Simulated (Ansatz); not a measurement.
An ideal cubic perovskite cell is held by its symmetry; such compounds can tilt or shift off centre at room temperature. The starting structures come from a database of crystals and need not be the phases stable at ambient conditions.

 Where the default PAW files enter, the runs use the earlier of Ansatz's two default sets.

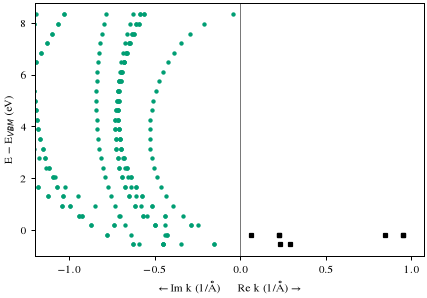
Fig. 1. Complex bands at the centre of the two-dimensional zone; r2SCAN in Ansatz (a first-principles code)

No gap correction and no spin-orbit coupling; mid-gap values are interpolated between computed energies.

**Question.** This is RbMgF₃ (Pm-3m, cubic perovskite, not sure to be the ambient phase, 5 atoms a cell, 13.4 Å³ an atom) along the normal of (111). Read off the slowest decay at the centre of the two-dimensional zone at 4.25 eV, the computed energy nearest the middle of the gap.

**Answer.** κ ≈ 0.52 1/Å, a decay length 1/(2κ) of the density of 0.95 Å.
